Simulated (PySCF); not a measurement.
## What a change does: single-point calculation on SiH5

System: SiH5, charge +1, SMILES [H][H].[SiH3+].
Method of run A: RKS PBE-D4/def2-TZVPP (PySCF 2.14.0).

Text and figures count atoms from 1; the logs count them from 0 in places.

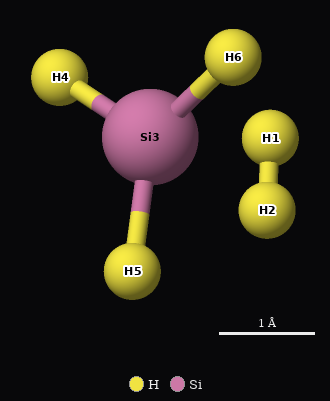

The structure (ball-and-stick view, seen at a tilt; atoms are numbered from 1 in the order of the input). Bond lengths as drawn: H–H 0.79 Å and H–Si 1.47 Å.

## Input file, run A
```python
import json, numpy as np
from pyscf import gto, scf, dft, mp, cc, lib
mol = gto.M(atom="""
H     -0.396509     1.480396    -1.464698
H      0.388088     1.413402    -1.479421
Si    -0.072033     0.181189    -0.172111
H     -0.978245    -0.723067    -0.894228
H      1.377625    -0.068680    -0.230616
H     -0.601408     1.060821     0.879199
""", basis='def2-TZVPP', charge=1, spin=0, verbose=3, max_memory=4000)
def mean_field(mol):
    mf = dft.RKS(mol, xc='pbe').density_fit()
    mf.grids.level = 3
    mf.disp = "d4"
    mf.conv_tol = 1e-10; mf.chkfile = None; mf.max_cycle = 100
    return mf
last = {}
def solved(mol):
    mf = mean_field(mol); mf.kernel(last.get('dm'))
    if not mf.converged: mf = mf.newton().run(mf.mo_coeff, mf.mo_occ).undo_soscf()
    assert mf.converged
    last['dm'] = mf.make_rdm1()
    return mf
out = {}
def energy(mol, gradient=False):
    mf = out['mf'] = solved(mol)
    e = mf.e_tot
    out.update(e=e, ref=mf.e_tot)
    if not gradient: return e
    return e, mf.nuc_grad_method().kernel()
from pyscf.geomopt import as_pyscf_method, geometric_solver
def step(mol):
    mol.verbose = 0; e, g = energy(mol, True)
    print('step  E = %.8f Eh   largest gradient = %.2e Eh/bohr' % (e, abs(g).max()), flush=True); out.setdefault('path', []).append(e)
    return e, g
done, mol = geometric_solver.kernel(as_pyscf_method(mol, step), maxsteps=150, convergence_gmax=3.9e-05, convergence_grms=2.6e-05, convergence_dmax=0.002, convergence_drms=1.3e-03, convergence_energy=1e-06, logIni='quiet.ini')
assert done
print('relaxation converged; final geometry (angstrom):')
print(mol.tostring('raw'))
mol.verbose = 3
print('Total energy: %.8f Eh' % energy(mol))
mf = out.pop('mf')
out['dipole'] = mf.dip_moment(unit='Debye').tolist()
out['x'] = mol.atom_coords(unit='angstrom').tolist()
json.dump(out, open('result.json', 'w'))
```

Command:
```bash
OMP_NUM_THREADS=2 python input.py
```

Hardware: 2 threads of AMD EPYC (Zen 3), 189 GiB of memory available, shared host.

## Output (run A)
```
step  E = -291.97436004 Eh   largest gradient = 4.00e-03 Eh/bohr
step  E = -291.97428523 Eh   largest gradient = 7.42e-03 Eh/bohr
step  E = -291.97447711 Eh   largest gradient = 2.68e-03 Eh/bohr
step  E = -291.97450051 Eh   largest gradient = 1.16e-03 Eh/bohr
step  E = -291.97450019 Eh   largest gradient = 7.41e-04 Eh/bohr
step  E = -291.97450608 Eh   largest gradient = 1.30e-04 Eh/bohr
step  E = -291.97450615 Eh   largest gradient = 8.37e-05 Eh/bohr
step  E = -291.97450624 Eh   largest gradient = 2.67e-05 Eh/bohr
relaxation converged; final geometry (angstrom):
H          -0.39908111        1.48470469       -1.46759985
H           0.39260262        1.41452270       -1.48250826
Si         -0.07403377        0.17704309       -0.16717151
H          -0.98465271       -0.73249747       -0.89791766
H           1.38643853       -0.07069353       -0.23036297
H          -0.60575515        1.06559084        0.88971854
converged SCF energy = -291.97450624336
Total energy: -291.97450624 Eh
WARN: System has nonzero charge 1; the dipole moment is origin-dependent.
Location of origin: [0. 0. 0.]
Dipole moment(X, Y, Z, Debye): -0.25582,  2.37645, -2.37773
```

For run B the input was changed thus:
```diff
-    mf = dft.RKS(mol, xc='pbe').density_fit()
-    mf.grids.level = 3
+    mf = dft.RKS(mol, xc='r2scan').density_fit()
+    mf.grids.level = 4
```

What does this change do to the results?

The total energies belong to different methods, so their difference says nothing on which is more stable or more accurate. The functional changes from PBE to r2SCAN. On the same kind of shared host run B took about 3 times as long.

## Output (run B)
```
step  E = -292.10439473 Eh   largest gradient = 1.67e-03 Eh/bohr
step  E = -292.10429469 Eh   largest gradient = 4.01e-03 Eh/bohr
step  E = -292.10439421 Eh   largest gradient = 1.70e-03 Eh/bohr
step  E = -292.10440752 Eh   largest gradient = 6.70e-04 Eh/bohr
step  E = -292.10440735 Eh   largest gradient = 7.33e-04 Eh/bohr
step  E = -292.10440838 Eh   largest gradient = 1.91e-04 Eh/bohr
step  E = -292.10440853 Eh   largest gradient = 3.96e-05 Eh/bohr
step  E = -292.10440845 Eh   largest gradient = 1.70e-04 Eh/bohr
step  E = -292.10440849 Eh   largest gradient = 1.31e-04 Eh/bohr
step  E = -292.10440855 Eh   largest gradient = 3.41e-05 Eh/bohr
step  E = -292.10440857 Eh   largest gradient = 2.66e-05 Eh/bohr
relaxation converged; final geometry (angstrom):
H          -0.39450352        1.47839570       -1.46029777
H           0.38688628        1.40753898       -1.47571913
Si         -0.07377297        0.18088912       -0.17123146
H          -0.97677660       -0.72649279       -0.88938050
H           1.37389637       -0.07045060       -0.22742846
H          -0.60160029        1.05575807        0.88203010
converged SCF energy = -292.104408567173
Total energy: -292.10440857 Eh
WARN: System has nonzero charge 1; the dipole moment is origin-dependent.
Location of origin: [0. 0. 0.]
Dipole moment(X, Y, Z, Debye): -0.25231,  2.42349, -2.42662
```

## The two runs side by side

```tsv
quantity	run A	run B
outcome	converged	converged
total energy (hartree)	−291.974506	−292.104409
wall time (shared host)	50 s	2.5 min
```
